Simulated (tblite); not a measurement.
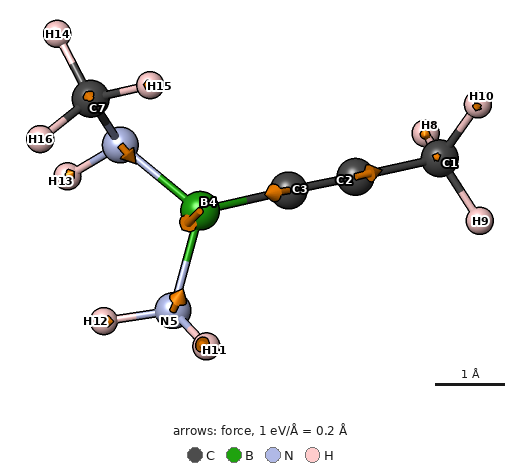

Starting geometry of C$_{4}$H$_{9}$BN$_{2}$ with the computed forces as orange arrows. Style: ball-and-stick. Shown at a tilt.

Computed with GFN2-xTB geometry optimisation, gas phase in tblite 0.8.0. 

Is this structure relaxed? If not, where do the atoms go?

It isn't relaxed: the largest force vector, on the B atom, is 3.53 eV/Å. The final displacements have little in common with the starting forces (cosine between the two patterns 0.15). Over 104 geometry steps the energy falls by 167.9 kJ/mol. An H atom moves most after the best rigid fit: 1.74 Å. Largest moves by element: H 1.74 Å, N 0.80 Å, C 0.72 Å, B 0.53 Å. Near-neighbour distances that change, for instance: B–N 1.539 → 1.406 Å, H–N 1.046 → 1.003 Å, B–C 1.566 → 1.526 Å, C–C 1.478 → 1.449 Å. Bond angles that change, for instance: B–N–C 114.0° → 127.1°, B–N–H 113.8° → 123.6°, B–N–H 113.0° → 122.8°. The run took 0.93 s on 1 thread of Arm Neoverse N1 (shared host).
